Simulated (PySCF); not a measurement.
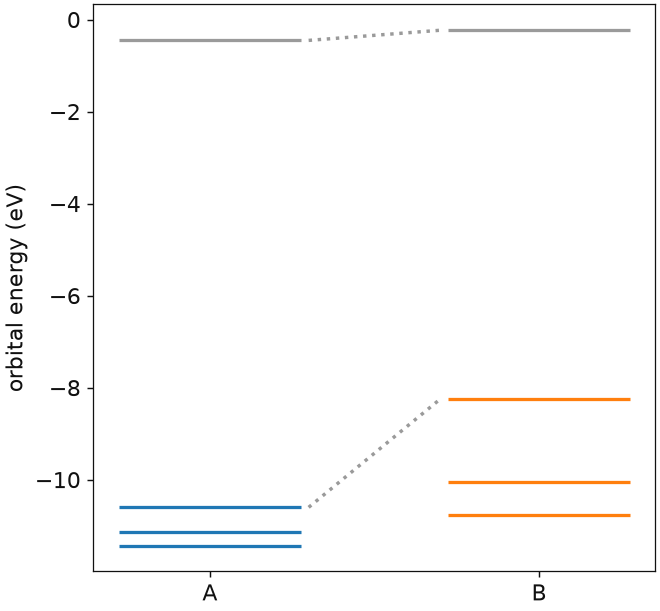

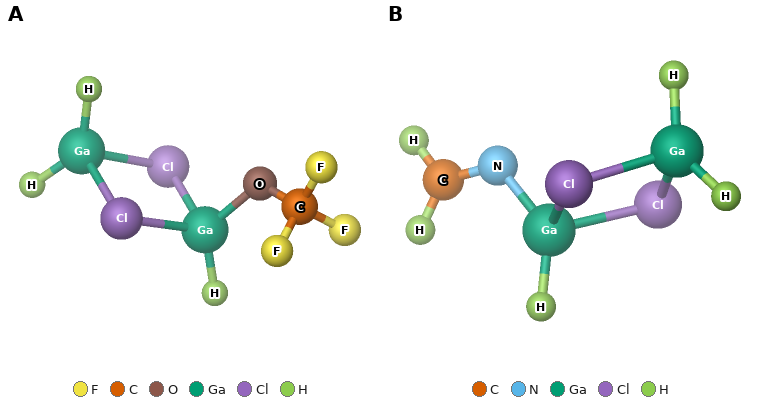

Related molecules: A is CH₃Cl₂F₃Ga₂O, SMILES FC(F)(F)[O][GaH-]1[Cl+][GaH2-][Cl+]1, singlet; B is CH₅Cl₂Ga₂N, SMILES C=[N][GaH-]1[Cl+][GaH2-][Cl+]1, singlet. Frontier orbital energies, CAM-B3LYP/def2-SVPD in PySCF 2.14.0, at a PBE0-D3(BJ)/def2-SVP geometry (no frequency check); drawn are at most three filled levels and, in grey, the LUMO with any level within 0.03 eV of it; dotted lines join the HOMOs and the LUMOs.

> What does the change do to the frontier levels?

From A to B the HOMO rises by 2.35 eV and the LUMO rises by 0.22 eV, so the separation goes from 10.15 to 8.01 eV.

> Does the ΔSCF ionisation energy follow the HOMO?

A: −ε(HOMO) 10.60, ΔSCF 11.46 eV; B: −ε(HOMO) 8.24, ΔSCF 8.96 eV.

Caveats, for all or some of the runs: one conformer of a flexible molecule.
